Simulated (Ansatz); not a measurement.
Fields on a plane of Ti (hcp, Mg type)

```
Ti
1.0
    2.93885     0.00000     0.00000
   -1.46943     2.54512     0.00000
    0.00000     0.00000     4.64996
Ti
2
Direct
  0.33333   0.66667   0.75000
  0.66667   0.33333   0.25000
```

The slice is a (0001) plane (indices of the conventional cell) through the point (0.667, 0.333, 0.250) (fractional), spanned by u = [110] and v = [1 -1 0] in vectors of this cell: u (2.94 Å) and v (5.09 Å, at 90° to u). It covers one period; positions are fractions (u, v).

Atoms on it: Ti at (0.00, 0.00); Ti at (0.50, 0.50).

These are PBE (plane waves to 420 eV, PAW, scalar-relativistic; Ansatz, a quantum-chemistry and plane-wave program) values and carry that method's errors. k mesh 18×18×10. Near the nuclei the fields are pseudised (PAW); where an atom keeps semicore shells as valence, they peak there. The PAW data are Ansatz's earlier set. Ti is run without spin polarisation. Ti was relaxed with its symmetry unable to fall.

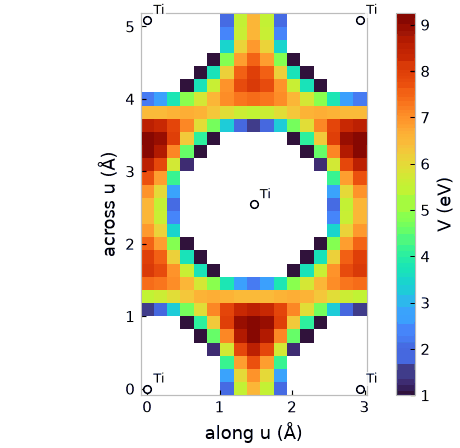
Fig. 1. Electrostatic potential energy of an electron, from the cell's mean, in eV, one period of the plane, atoms marked. Points within 1 Å of a nucleus are left white, as the pseudised field means little there. Values under 1 eV are set to 1. The zero, the cell's mean, hangs on the PAW cores.

```
|99998877552211000000112255778899|
|99887766442200000000002244667788|
|77776644221100000000001122446677|
|55554422110000000000000011224455|
|33222211000000000000000000112222|
|11111100000000000000000000001111|
|11110000000000000000000000000011|
|00000000000000111111000000000000|
|00000000111122222222221111000000|
|00001111112244555555442211111100|
|00001111334466777777664433111100|
|00001122446677889988776644221100|
|00001122557788999999887755221100|
|00001122557799999999997755221100|
|00001122557788999999887755221100|
|00000022446677889988776644220000|
|00000011224466777777664422110000|
|00000000112244555555442211000000|
|00000000001122223322221100000000|
|00000000000011111111110000000000|
|00000000000000111111000000000000|
|11110000000000000000000000000011|
|22222211110000000000000011112222|
|55554422111111000000111111224455|
|77776644331111000000111133446677|
|99887766442211000000112244667788|
|99998877552211000000112255778899|
|99999977552211000000112255779999|
```
Scale: ten equal steps from -0.83 (start of '0') to 1.09 (end of '9'), in the order '0123456789'. Values: log₁₀ of the valence density in e/Å³. The map has 16 points along u (two characters each, u = 0 at the left) and 28 along v (v = 0 in the bottom row). The scale is logarithmic, as a density can span decades between atoms and voids.

| Quantity | Value |
|---|---|
| Density on the Ti–Ti line (2.94 Å) at its midpoint | 0.19 e/Å³ |
| ELF at that point | 0.27 |
